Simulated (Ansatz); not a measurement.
**Cs2AgBiF6: response to strain**

Start from Cs$_{2}$AgBiF$_{6}$ (space group Fm-3m, No. 225; a cell from a computed database, its experimental status unchecked).

```
Cs2AgBiF6
1.0
    0.00000     4.67958     4.67958
    4.67958     0.00000     4.67958
    4.67958     4.67958     0.00000
Cs Ag Bi F
2 1 1 6
Cartesian
  7.01937   7.01937   7.01937
  2.33979   2.33979   2.33979
  4.67958   4.67958   4.67958
  0.00000   0.00000   0.00000
  2.25703   4.67958   4.67958
  7.10213   4.67958   4.67958
  4.67958   2.25703   4.67958
  4.67958   7.10213   4.67958
  4.67958   4.67958   2.25703
  4.67958   4.67958   7.10213
```

Cartesian axes are those of the cell as printed.

Strains are applied to the cell and any free atomic positions relax; under biaxial strain the out-of-plane vector relaxes too.

All numbers come from Ansatz (a quantum-chemistry and plane-wave program) r2SCAN, without spin-orbit coupling.

Notes on the quantities. in-plane stress: mean in-plane stress (compression positive).

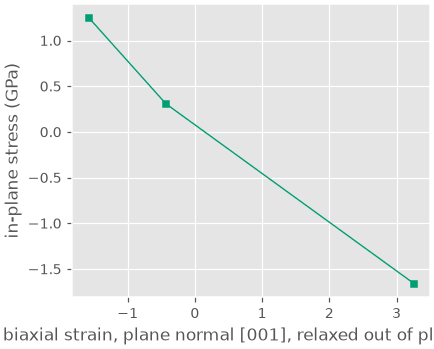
in-plane stress against biaxial strain, plane normal [001], relaxed out of plane

**Question.** From the plot, what is the in-plane stress for biaxial strain +3.26 %, plane normal [001], relaxed out of plane?

**Answer.** About -1.7 GPa.

**Question.** Is the trend monotonic over the range shown?

**Answer.** Yes, it falls throughout, spanning -1.7 GPa to +1.3 GPa.

Whether these cells are dynamically stable was not tested.
